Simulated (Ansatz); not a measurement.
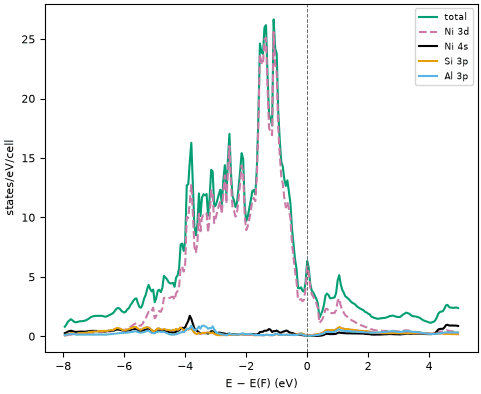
Total and projected density of states of AlSiNi$_{6}$ in space group P4/mmm (No. 123; Pearson symbol tP8), the program Ansatz at the r²SCAN level (PAW)

### Question
Which orbitals carry the states next to the Fermi level?

### Answer
Within 0.5 eV of the Fermi level: Ni 3d 85 %. Projections are on Löwdin-orthogonalised atomic valence shells; empty p or d shells of many metals are not among them.

### Question
Where is the tallest occupied peak in this window, and what makes it?

### Answer
Near -1.1 eV, about 27 states/eV per cell; the largest projected share is Ni 3d.

The first step of the workflow began from a Materials Project structure, measured or hypothetical; the Crystallography Open Database copy checked does not list it. With Al and Si taken as one species the cell has the higher symmetry Pm-3m, so it may be an ordered model of a mixed-site phase. Whether it is the stable phase at ambient conditions was not checked. Symmetry was held in the r²SCAN relaxation, as lowered by the spin order; its stability against distortions is not shown here. Spin order of the final state: ferrimagnetic, the only order run, not a proven ground state. Other orbital occupations within this spin state were not tried.

Potentials: the later of the program's two PAW sets.
